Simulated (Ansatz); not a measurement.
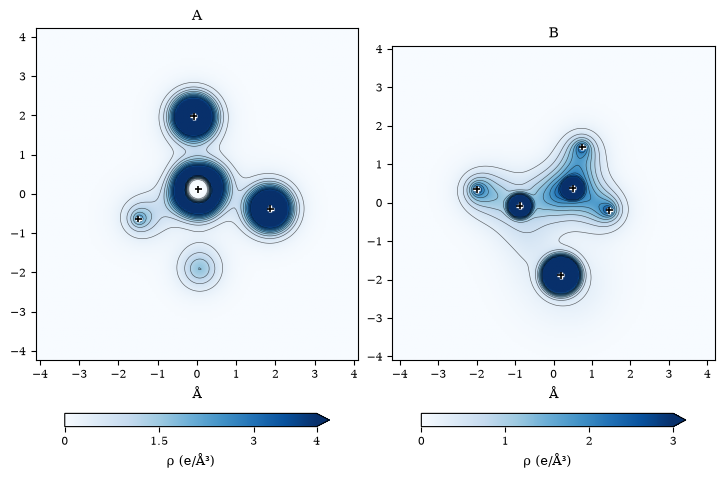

The total electron density of 2 systems, each on a plane through atoms (crosses mark nuclei in the plane).

Theory: UKS B3LYP-D4/def2-SVP in Ansatz 0.2.0.

System 1: CH3AlB (doublet), the molecular plane. 

```yaml
atoms:
  - { symbol: C, position_ang: [0.4350, -0.1860, -0.9179] }
  - { symbol: B, position_ang: [0.0163, -1.1742, 0.0586] }
  - { symbol: Al, position_ang: [-0.5167, 0.6209, 0.9879] }
  - { symbol: H, position_ang: [0.9090, -0.4805, -1.8677] }
  - { symbol: H, position_ang: [0.3647, 0.9219, -0.8947] }
  - { symbol: H, position_ang: [0.0022, -2.3585, 0.2190] }
```

System 2: F2H5W (doublet), the plane of atoms F3, W1 and H7. Core potentials replace the inner electrons of W.

```xyz
8

W     0.5356    0.0686    0.5571
H    -1.4526   -0.5264    0.7383
F     2.3809    0.2439    0.3387
H     0.0189    1.4219   -0.3107
H    -1.5369    0.2547    0.6576
H     0.3329   -1.5059   -0.0190
H    -0.2750   -0.1662   -0.9199
F     0.1263    0.2095    2.3979
```

Match each panel to its system.

Answer. Panel A is system 2, F2H5W: the plane holds W, F and H. W–F (1.87 Å): the density is about 1 e/Å³ at the midpoint. Panel B is system 1, CH3AlB: the plane holds C, B, Al and H. C–B (1.45 Å): the density is about 1.6 e/Å³ at the midpoint.
